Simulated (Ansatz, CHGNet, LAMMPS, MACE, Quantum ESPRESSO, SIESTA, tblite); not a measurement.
# SIESTA runs on Zn2+ BF4- in dimethoxyethane and tetrahydrofuran at 480 K (85 atoms), part 2 of 2

Wanted: SIESTA inputs and outputs for Zn2+ BF4- in dimethoxyethane and tetrahydrofuran at 480 K (85 atoms), checked against a plane-wave reference.

Program: SIESTA 5.4.2; the method stands at each step. Banners, paths, timers and routine set-up lines are dropped from the logs unmarked, and long logs keep their key lines alone; longer cuts are marked. The potentials were converted by us to PSML.

So far. Step 2 (PBE, DZP, shift 0.01 Ry, mesh 500 Ry): Forces lie 30 % from the reference's, at 0.89 times its CPU time. Step 3 (PBE, SZ, shift 0.01 Ry, mesh 500 Ry): Against the first run (30 %), the force difference from the reference is 181 %, at 0.34 times the CPU time (on 1 against 2 cores), with 208 basis functions against 743: the smaller basis costs accuracy.

## Step 4: PBE, DZ, shift 0.01 Ry, mesh 500 Ry

Method: Kohn-Sham DFT, PBE, PseudoDojo 0.4.1 norm-conserving pseudopotentials (converted to PSML), numerical atomic orbitals (DZ), diagonalisation.

Input file input.fdf:

```
SystemLabel cell
NumberOfAtoms 85
NumberOfSpecies 6
%block ChemicalSpeciesLabel
  1 6 C
  2 8 O
  3 1 H
  4 5 B
  5 9 F
  6 30 Zn
%endblock ChemicalSpeciesLabel
LatticeConstant 1.0 Ang
%block LatticeVectors
  10.02554 0.00000 0.00000
  0.00000 10.02554 0.00000
  0.00000 0.00000 10.02554
%endblock LatticeVectors
PAO.BasisSize DZ
PAO.EnergyShift 0.01 Ry
XC.Functional GGA
XC.Authors PBE
MeshCutoff 500 Ry
%block kgrid_Monkhorst_Pack
  1 0 0 0.0
  0 1 0 0.0
  0 0 1 0.0
%endblock kgrid_Monkhorst_Pack
SolutionMethod diagon
OccupationFunction FD
ElectronicTemperature 580 K
SCF.Mixer.Method Pulay
SCF.Mixer.Weight 0.15
SCF.Mixer.History 8
SCF.Mix Hamiltonian
MaxSCFIterations 300
SCF.DM.Tolerance 1e-04
SCF.H.Tolerance 1.0e-3 eV
WriteForces T
Write.HirshfeldPop T
Write.VoronoiPop T
Write.DM F
Write.H F
XML.Write F
AtomicCoordinatesFormat Fractional
%block AtomicCoordinatesAndAtomicSpecies
[... 85 atom lines left out: the same atoms as in the first run ...]
%endblock AtomicCoordinatesAndAtomicSpecies
```

On the command line:

```console
$ OMP_NUM_THREADS=1 siesta < input.fdf > output.txt
```

What it wrote:

```text
Version         : 5.4.2
reinit: System Name:
reinit: System Label: cell
initatom: Reading input for the pseudopotentials and atomic orbitals ----------
Species number:   1 Atomic number:    6 Label: C
Species number:   2 Atomic number:    8 Label: O
Species number:   3 Atomic number:    1 Label: H
Species number:   4 Atomic number:    5 Label: B
Species number:   5 Atomic number:    9 Label: F
Species number:   6 Atomic number:   30 Label: Zn
Ground state valence configuration (from tables):   2s02  2p02  3d00  4f00
Ground state valence configuration (from tables):   2s02  2p04  3d00  4f00
Ground state valence configuration (from tables):   1s01  2p00  3d00  4f00
Ground state valence configuration (from tables):   2s02  2p01  3d00  4f00
[... lines left out ...]
        iscf     Eharris(eV)        E_KS(eV)     FreeEng(eV)     dDmax    Ef(eV) dHmax(eV)
[... lines left out ...]
SCF Convergence by DM+H criterion
[... lines left out ...]
SCF cycle converged after 12 iterations
[... lines left out ...]
   Max    4.975097
[... lines left out ...]
   Max    4.975097    constrained
Stress tensor Voigt[x,y,z,yz,xz,xy] (kbar):      -47.25      -49.31      -74.04       15.03       -4.93       -2.31
[... lines left out ...]
siesta: FreeEng =    -18794.782498
[... lines left out ...]
siesta:         Fermi =      -2.081631
siesta: Stress tensor (static) (eV/Ang**3):
siesta:    -0.029494   -0.001439   -0.003075
siesta:    -0.001439   -0.030778    0.009378
siesta:    -0.003075    0.009378   -0.046212
siesta: Cell volume =       1007.681585 Ang**3
siesta: Pressure (static):
siesta:                Solid            Molecule  Units
siesta:           0.00038659          0.00036588  Ry/Bohr**3
siesta:           0.03549468          0.03359355  eV/Ang**3
siesta:          56.86874577         53.82279360  kBar
    Orbital volume contribution        =          14.563492 eV
    (Free)E + p_basis*V_orbitals       =      -18780.219006 eV
    (Free)Eharris+ p_basis*V_orbitals  =      -18780.219006 eV
Hirshfeld Atomic Populations:
Atom #   charge [q] valence [e]  Species
     1    -0.019925    4.019925  C
     2    -0.124101    6.124101  O
     3     0.015657    3.984343  C
     4     0.024466    3.975534  C
     5    -0.117841    6.117841  O
[...]
7     0.012684    0.987316  H
     8     0.018382    0.981618  H
     9     0.014229    0.985771  H
[...]
18    -0.114986    6.114986  O
[...]
75     0.151404    2.848596  B
    76    -0.158932    7.158932  F
    77    -0.175872    7.175872  F
    78    -0.175051    7.175051  F
[...]
80     0.148560    2.851440  B
[...]
85     0.906299   19.093701  Zn
--------------------
 Total     0.000003
Voronoi Atomic Populations:
Atom #   charge [q] valence [e]  Species
[...]
52    -0.152221    6.152221  O
[...]
64     0.061860    3.938140  C
    65    -0.124006    6.124006  O
    66     0.056494    3.943506  C
[...]
73     0.019290    0.980710  H
    74     0.020626    0.979374  H
    75     0.189098    2.810902  B
[...]
80     0.203768    2.796232  B
[...]
83    -0.291731    7.291731  F
    84    -0.170678    7.170678  F
    85     0.978837   19.021163  Zn
--------------------
 Total     0.000003
```

The job ended after 71 s (1 thread of Arm Neoverse V2, shared host; peak memory 0.79 GiB).

Against the reference:

- r.m.s. force component: 1.309 eV/Å
- r.m.s. difference of force components: 458.5 meV/Å
- longest difference of force vectors: 1802 meV/Å
- force difference over r.m.s. force: 40.49 %
- slope of forces against the reference's: 1.087
- correlation of force components: 0.9397
- gap (highest filled to lowest empty level): 4.873 eV
- gap difference: 0.821 eV
- pressure: 5.687 GPa
- pressure difference: 2.835 GPa

This is a coarse setting, run to see what it loses.

Against the first run (30 %), the force difference from the reference is 40 %, at 0.42 times the CPU time (on 1 against 2 cores), with 412 basis functions against 743: the smaller basis costs accuracy.

## Step 5: PBE, SZP, shift 0.01 Ry, mesh 500 Ry

Method: Kohn-Sham DFT, PBE, PseudoDojo 0.4.1 norm-conserving pseudopotentials (converted to PSML), numerical atomic orbitals (SZP), diagonalisation.

input.fdf: that of step 4 with these lines changed.

```diff
@@ -17,3 +17,3 @@
 %endblock LatticeVectors
-PAO.BasisSize DZ
+PAO.BasisSize SZP
 PAO.EnergyShift 0.01 Ry
```

On the command line:

```console
$ OMP_NUM_THREADS=1 mpirun -np 2 siesta < input.fdf > output.txt
```

What it wrote:

```text
Version         : 5.4.2
reinit: System Name:
reinit: System Label: cell
initatom: Reading input for the pseudopotentials and atomic orbitals ----------
Species number:   1 Atomic number:    6 Label: C
Species number:   2 Atomic number:    8 Label: O
Species number:   3 Atomic number:    1 Label: H
Species number:   4 Atomic number:    5 Label: B
Species number:   5 Atomic number:    9 Label: F
Species number:   6 Atomic number:   30 Label: Zn
Ground state valence configuration (from tables):   2s02  2p02  3d00  4f00
Ground state valence configuration (from tables):   2s02  2p04  3d00  4f00
Ground state valence configuration (from tables):   1s01  2p00  3d00  4f00
Ground state valence configuration (from tables):   2s02  2p01  3d00  4f00
[... lines left out ...]
        iscf     Eharris(eV)        E_KS(eV)     FreeEng(eV)     dDmax    Ef(eV) dHmax(eV)
[... lines left out ...]
SCF Convergence by DM+H criterion
[... lines left out ...]
SCF cycle converged after 11 iterations
[... lines left out ...]
   Max    5.249379
[... lines left out ...]
   Max    5.249379    constrained
Stress tensor Voigt[x,y,z,yz,xz,xy] (kbar):      -79.68      -86.14     -108.98       11.06       -6.55       -6.40
[... lines left out ...]
siesta: FreeEng =    -18764.655231
[... lines left out ...]
siesta:         Fermi =      -4.410510
siesta: Stress tensor (static) (eV/Ang**3):
siesta:    -0.049730   -0.003994   -0.004087
siesta:    -0.003993   -0.053767    0.006906
siesta:    -0.004087    0.006906   -0.068021
siesta: Cell volume =       1007.681585 Ang**3
siesta: Pressure (static):
siesta:                Solid            Molecule  Units
siesta:           0.00062269          0.00061726  Ry/Bohr**3
siesta:           0.05717265          0.05667385  eV/Ang**3
siesta:          91.60067770         90.80151348  kBar
    Orbital volume contribution        =          20.150721 eV
    (Free)E + p_basis*V_orbitals       =      -18744.504509 eV
    (Free)Eharris+ p_basis*V_orbitals  =      -18744.504510 eV
Hirshfeld Atomic Populations:
Atom #   charge [q] valence [e]  Species
     1    -0.053664    4.053664  C
     2    -0.109050    6.109050  O
     3    -0.009939    4.009939  C
     4    -0.003205    4.003205  C
     5    -0.102076    6.102076  O
[...]
7     0.021906    0.978094  H
     8     0.027823    0.972177  H
     9     0.025701    0.974299  H
[...]
18    -0.104282    6.104282  O
[...]
75     0.142173    2.857827  B
    76    -0.159063    7.159063  F
    77    -0.171113    7.171113  F
    78    -0.171745    7.171745  F
[...]
80     0.137042    2.862958  B
[...]
85     0.882452   19.117548  Zn
--------------------
 Total     0.000004
Voronoi Atomic Populations:
Atom #   charge [q] valence [e]  Species
[...]
52    -0.158595    6.158595  O
[...]
64     0.112799    3.887201  C
    65    -0.134628    6.134628  O
    66     0.109125    3.890875  C
[...]
73    -0.004992    1.004992  H
    74    -0.010297    1.010297  H
    75     0.296207    2.703793  B
[...]
80     0.302463    2.697537  B
[...]
83    -0.297881    7.297881  F
    84    -0.199038    7.199038  F
    85     0.946462   19.053538  Zn
--------------------
 Total     0.000004
```

Wall time 66 s (2 MPI ranks); peak memory 1.5 GiB; 2.2 min of CPU time.

Against the reference:

- r.m.s. force component: 1.684 eV/Å
- r.m.s. difference of force components: 1114 meV/Å
- longest difference of force vectors: 3292 meV/Å
- force difference over r.m.s. force: 98.38 %
- slope of forces against the reference's: 1.122
- correlation of force components: 0.7544
- gap (highest filled to lowest empty level): 4.408 eV
- gap difference: 0.3561 eV
- pressure: 9.16 GPa
- pressure difference: 6.308 GPa

This is a coarse setting, run to see what it loses.

Against the first run (30 %), the force difference from the reference is 98 %, at 0.78 times the CPU time, with 539 basis functions against 743: the smaller basis costs accuracy.

## Step 6: All runs compared

Differences are against the plane-wave reference, forces as r.m.s. over components; share is that over the reference's r.m.s. force, slope the least-squares factor from reference forces to these. Total energies of different programs have different zeros and aren't compared.

```tsv
run	Δ force, r.m.s. (meV/Å)	share (%)	slope	Δ pressure (GPa)	Δ gap (eV)	cores	CPU time	memory (GiB)
reference	-	-	-	-	-	2	3.2 min	2.5
SIESTA PBE, DZP, shift 0.01 Ry, mesh 500 Ry	340	30.0	1.080	1.44	0.506	2	2.8 min	1.6
SIESTA PBE, SZ, shift 0.01 Ry, mesh 500 Ry (coarse)	2054	181	1.222	16.8	-0.785	1	57 s	0.7
SIESTA PBE, DZ, shift 0.01 Ry, mesh 500 Ry (coarse)	458	40.5	1.087	2.84	0.821	1	71 s	0.79
SIESTA PBE, SZP, shift 0.01 Ry, mesh 500 Ry (coarse)	1114	98.4	1.122	6.31	0.356	2	2.2 min	1.5
```

Rows marked coarse were listed beforehand as settings not expected to be converged; some can still land near the reference.

CPU time is summed over cores on a shared host, where runs went side by side, so it is rough. Symmetry, cutoffs, thresholds, outputs and thread counts weren't matched or tuned between programs; memory under MPI is the largest rank's times the ranks.

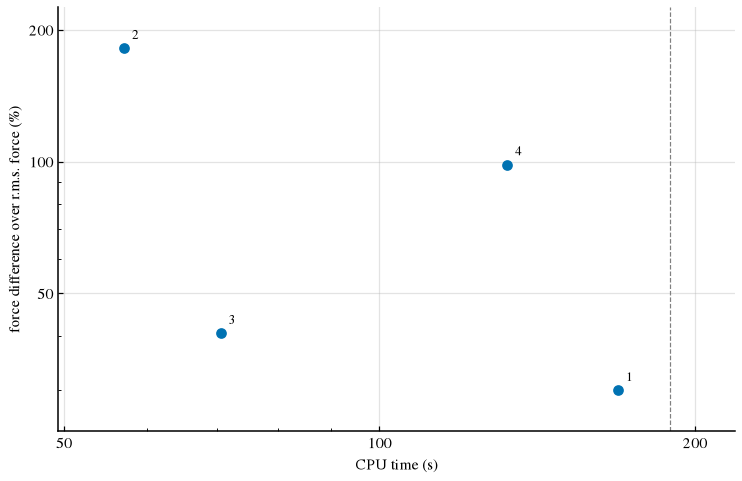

Force difference against CPU time; the dashed line marks the reference's time. Points: 1 SIESTA PBE, DZP, shift 0.01 Ry, mesh 500 Ry; 2 SIESTA PBE, SZ, shift 0.01 Ry, mesh 500 Ry; 3 SIESTA PBE, DZ, shift 0.01 Ry, mesh 500 Ry; 4 SIESTA PBE, SZP, shift 0.01 Ry, mesh 500 Ry.

## Step 7: Outcome

```
nearest in forces : SIESTA PBE, DZP, shift 0.01 Ry, mesh 500 Ry, 30 %
its CPU time      : 2.8 min
```

What this shows: The PBE run in local orbitals, coarse settings apart, differs by 30 % (SIESTA PBE, DZP, shift 0.01 Ry, mesh 500 Ry); basis, grid and potentials can all enter. Runs with settings chosen to be coarse differ by 40 % (SIESTA PBE, DZ, shift 0.01 Ry, mesh 500 Ry) to 181 % (SIESTA PBE, SZ, shift 0.01 Ry, mesh 500 Ry), their programs' other errors included. Of the electronic-structure runs that take under half the reference's CPU time, SIESTA PBE, DZ, shift 0.01 Ry, mesh 500 Ry comes nearest, at 40 % in 71 s against 3.2 min; its pressure misses by +2.8 GPa. At the same functional, gaps differ from the reference's 4.05 eV by between -0.79 and +0.82 eV. A likely cause of the wide gaps: compact atomic orbitals describe empty levels worse than filled ones. In pressure, SIESTA PBE, SZ, shift 0.01 Ry, mesh 500 Ry misses by +16.8 GPa, at the same functional. With short bonds to hydrogen, sets of potentials differ among themselves by several per cent in forces even at converged cutoffs, so the reference isn't exact here either. The reference's pressure holds the uncorrected Pulay stress of its 60 Ry basis, so small pressure differences, and their order, may be the reference's own error. The network of contacts between molecules at the start is that of the classical potential that made the cell, and needn't be the one that DFT or experiment would give. The reference's stress is far from hydrostatic: its diagonal is 1.5, 2.6, 4.5 GPa, compression counted positive. The reference's PBE has no dispersion term, which matters for the binding between molecules or layers. The density was typed from a rule of thumb and may lie off the real one at this temperature. The electronic-structure runs sample only Γ, in a cell whose shortest periodic width is 10 Å.

[Also dropped from logs without a mark: logging warnings of Python, and SIESTA's first energy breakdown and zero terms.]

[Logs are printed without paths, hosts, clocks, repeated set-up lines and the standing remarks that a program may print on its own settings, such as how far it seeks lower states.]

[Hosts, paths, dates, database ids (printed as entryN), source tags and the programs' standing remarks are cut or masked in the printed files.]
